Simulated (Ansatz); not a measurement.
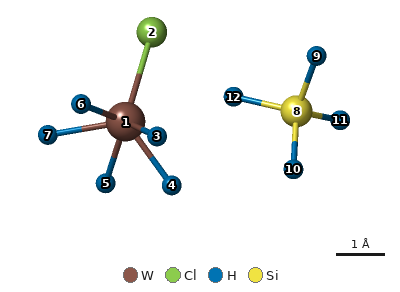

This is the input geometry for a relaxation of WSiH9Cl. A ball-and-stick model, seen from a free direction.

The run prepares an end point of a later path (reaction) calculation, from a guessed geometry.

Theory: Ansatz 0.2.0, RKS PBE0-D4/def2-SVP.

Input file:
```yaml
crystal:
  periodic: [false, false, false]
  atoms:
    - { symbol: W, position_ang: [-0.201337, -0.208116, 0.194472] }
    - { symbol: Cl, position_ang: [-0.4481, -0.456216, 2.512719] }
    - { symbol: H, position_ang: [1.282739, 0.041191, -0.537872] }
    - { symbol: H, position_ang: [0.022252, 1.270905, -0.553007] }
    - { symbol: H, position_ang: [-1.541483, 0.475154, -0.526809] }
    - { symbol: H, position_ang: [0.507461, -1.538709, -0.519805] }
    - { symbol: H, position_ang: [-1.243381, -1.276487, -0.567526] }
    - { symbol: Si, position_ang: [2.201773, 2.292851, 1.426944] }
    - { symbol: H, position_ang: [3.403421, 1.726502, 2.104622] }
    - { symbol: H, position_ang: [2.520396, 2.682457, 0.027417] }
    - { symbol: H, position_ang: [1.674385, 3.458553, 2.193539] }
    - { symbol: H, position_ang: [1.152874, 1.252214, 1.440106] }
basis:
  gaussian: { orbitals: def2-SVP }
hamiltonian:
  xc: pbe0
  dispersion: d4
relax:
  f_tol: 0.03
  max_steps: 50
```

Launched with:
```bash
ansatz run input.yaml --threads 2 --pin off --max-ram 3072MiB --backend cpu --events-out ev --progress --plain --runs-dir out
```

Q: What does the optimiser find from here?

A: Over 11 geometry steps the energy falls by 2.83 kcal/mol. The largest force component goes from 1.3 to 0.024 eV/Å. The forces were under the threshold at step 7, but the run went on from there. The largest move after the best rigid fit is that of H12, 0.68 Å. By element the largest moves are H 0.68 Å, Cl 0.53 Å, Si 0.36 Å, W 0.34 Å. Among the contacts that change: W1–H12 2.349 → 3.310 Å, W1–Cl2 2.345 → 2.240 Å, Si8–H12 1.478 → 1.495 Å, Si8–H10 1.487 → 1.492 Å. Bond angles that change, for instance: Cl2–W1–H3 122.8° → 116.2°, Cl2–W1–H7 108.5° → 113.6°, H4–W1–H7 116.3° → 119.0°.

History of the run:

```csv
step,"E − E(0), kcal/mol","largest force component, eV/Å"
0,0.00,1.3330
1,-1.68,0.7278
2,-2.03,0.0851
3,-2.21,0.1882
4,-2.50,0.1747
5,-2.52,0.2070
6,-2.64,0.0305
7,-2.72,0.0145
8,-2.73,0.2155
9,-2.78,0.1195
10,-2.82,0.0107
11,-2.83,0.0241
```

Final geometry:

```xyz
12

W    -0.4251   -0.4398    0.0856
Cl   -0.7937   -0.7730    2.2702
H     1.1521   -0.0828   -0.3509
H    -0.1431    1.1425   -0.3835
H    -1.6863    0.3115   -0.7201
H     0.4122   -1.6769   -0.6711
H    -1.3401   -1.4304   -0.9070
Si    2.4323    2.5352    1.5696
H     3.7663    2.0592    2.0426
H     2.4335    2.6426    0.0811
H     2.1406    3.8693    2.1749
H     1.3824    1.5627    2.0034
```

After the run, drawn alike:

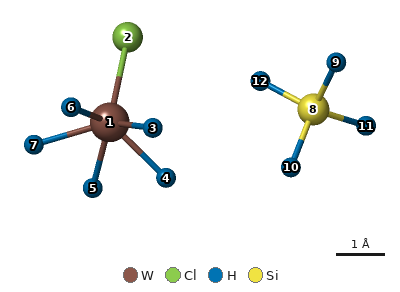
